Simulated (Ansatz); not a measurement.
## Electronic structure of BrCl2H2In in real space

Input

```
crystal:
  periodic: [false, false, false]
  atoms:
    - {symbol: In, position_ang: [-0.298424, 0.376720, -0.840743]}
    - {symbol: Br, position_ang: [0.497064, -1.025462, 1.743750]}
    - {symbol: Cl, position_ang: [0.475752, -1.348584, -2.193585]}
    - {symbol: Cl, position_ang: [-2.577561, 0.175543, -0.426903]}
    - {symbol: H, position_ang: [1.311365, 0.034086, 2.237008]}
    - {symbol: H, position_ang: [0.591803, 1.787798, -0.519528]}
basis:
  gaussian: {orbitals: def2-TZVPP}
hamiltonian: {xc: pbe0, dispersion: d4}
output: {orbitals: {seedname: orbitals}}
```

Launched as:

```sh
ansatz run in.yaml --threads 8 --pin off --events-out ev --progress --plain --max-ram 19148MiB
```

The product side of a reaction path; geometry: PBE0-D4/def2-TZVP; a saddle point, not a minimum; core potentials replace the inner electrons of In.

The calculation used Ansatz 0.2.0, RKS PBE0-D4/def2-TZVPP.

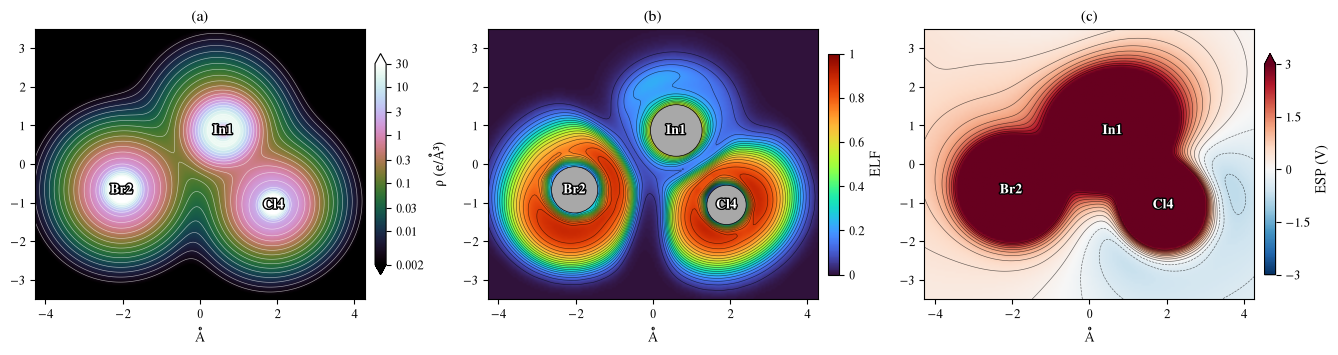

Figure 1. (a) electron density; (b) ELF; (c) molecular electrostatic potential on the plane of atoms Br2, In1 and Cl4. Grey discs cover the atomic cores in the ELF map.

**Interpret the plot.**

Atoms in the plane: In, Br and Cl. In–Cl (2.33 Å): the density is about 0.59 e/Å³ at the midpoint; the ELF peaks at about 0.80 in the valence shell of Cl, 0.9 Å from its nucleus, and drops to about 0.15 between the two atoms. In–Br (3.05 Å): ρ is about 0.17 e/Å³ halfway; the ELF peaks at about 0.90 in the valence shell of Br, 1.0 Å from its nucleus, and drops to about 0.10 between the two atoms. The ELF also peaks beside Br2 and Cl4, away from the bonds: lone-pair regions. Outside the dense part of the molecule the potential is most negative (−0.8 V) near Cl4.

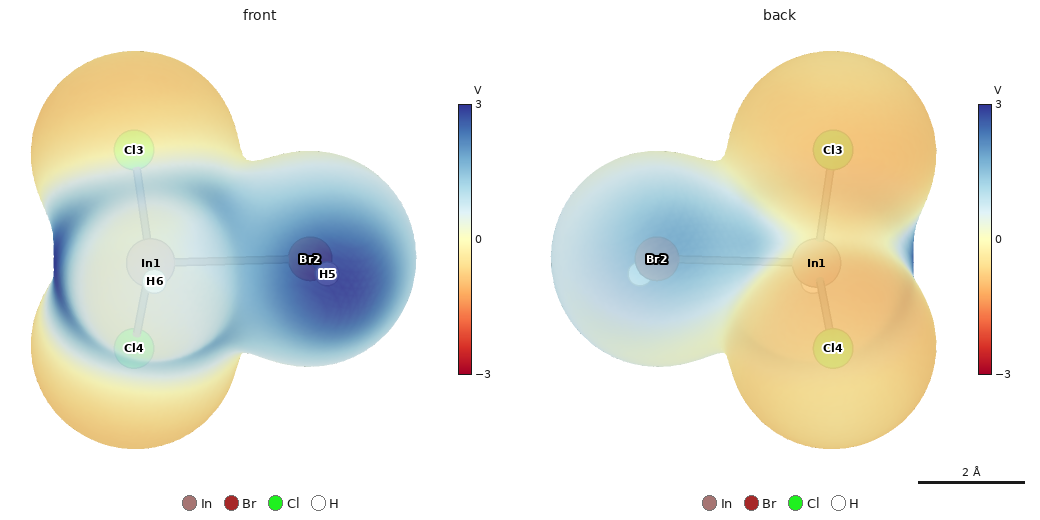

Figure 2. The electrostatic potential painted on the density surface at 0.002 e/bohr³, seen from the front and from behind; red is negative and blue positive.

**Describe the electrostatic potential map.**

The most negative region (about −0.9 V, or −21 kcal/mol for a unit charge) lies over Cl3 and Cl4, the most positive (about +2.9 V, or +67 kcal/mol for a unit charge) over In1 and H5.

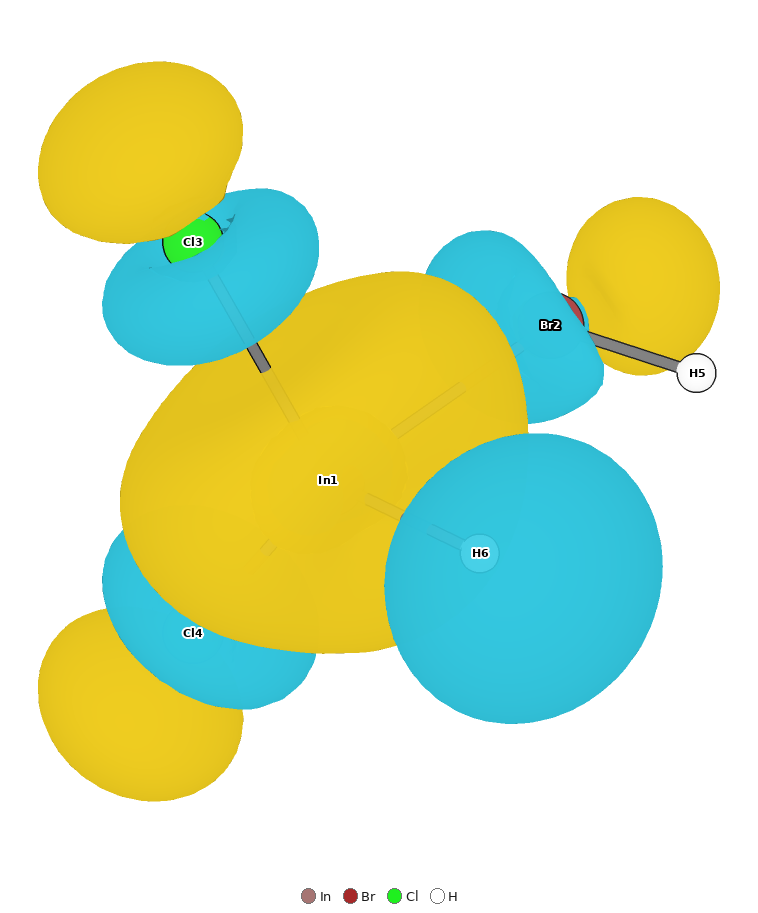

Figure 3. The LUMO at ±0.08 Å⁻³ᐟ² (yellow and cyan are the two phases), seen at a tilt.

**What is the character of this orbital?**

It lies mainly on In1 (about 45 %), H6 (about 15 %), Cl3 (about 15 %), Cl4 (about 15 %) and Br2 (about 10 %). Its energy is −1.34 eV.
